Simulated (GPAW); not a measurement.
## Converging the k-point mesh at a smearing width of 0.02 eV: Na (Im-3m, 1 atom in the cell)

```yaml
crystal:
  lattice:
    - [-2.14065, 2.14065, 2.14065]
    - [2.14065, -2.14065, 2.14065]
    - [2.14065, 2.14065, -2.14065]
  atoms:
    - { symbol: Na, position: [0.00000, 0.00000, 0.00000] }
```

Computed with PBE, GPAW PAW datasets PBE (gpaw-data 1.0.1) (plane waves; GPAW).

Base settings: mode = pw; ecut = 850 eV; xc = PBE; kpts = 6 6 6; mesh shift (steps) = 0 0 0; occupations.name = fermi-dirac; occupations.width = 0.1 eV; nbands = -9; symmetry.symmorphic = false; symmetry.tolerance = 0.0005.

In this ladder: occupations.width = 0.02 eV.

Only quantities that move along the ladder and can be compared are tabulated.

The count of work is k-points × plane waves × bands × iterations; it is no time. Core times come from one kind of shared machine, to one figure; runs under 30 s give none.

The starting cell has typed, rounded lattice constants, without a prior relaxation at this level. Its lattice was rescaled by up to half a per cent.

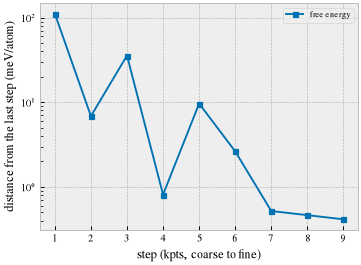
*Distance from the last step along the ladder; very small values are drawn at a floor.*

| kpts | free energy less the last step's (meV/atom) | pressure (GPa) | count of work / last | core time / last (rough) |
|---|---|---|---|---|
| 4 4 4 | 111.45 | -0.11 | 0.016 | – |
| 5 5 5 | 6.86 | -0.38 | 0.019 | – |
| 6 6 6 | 35.62 | -0.31 | 0.031 | – |
| 7 7 7 | -0.81 | -0.40 | 0.039 | – |
| 8 8 8 | 9.64 | -0.38 | 0.057 | – |
| 12 12 12 | 2.63 | -0.39 | 0.14 | – |
| 14 14 14 | 0.52 | -0.40 | 0.20 | – |
| 17 17 17 | 0.46 | -0.40 | 0.32 | 0.4 |
| 21 21 21 | 0.41 | -0.40 | 0.56 | 0.9 |
| 26 26 26 | 0.00 | -0.40 | 1.0 | 1 |

State of the free energy at the end of the ladder: still drifting one way, by 0.46 meV/atom over the last two steps, so the last step is no safe reference.

Coarsest kpts that holds the pressure within 0.2 GPa of the last step, with all finer ones: 5 5 5, at 0.019 of the last step's count of work; the step before is off by 0.29 GPa.
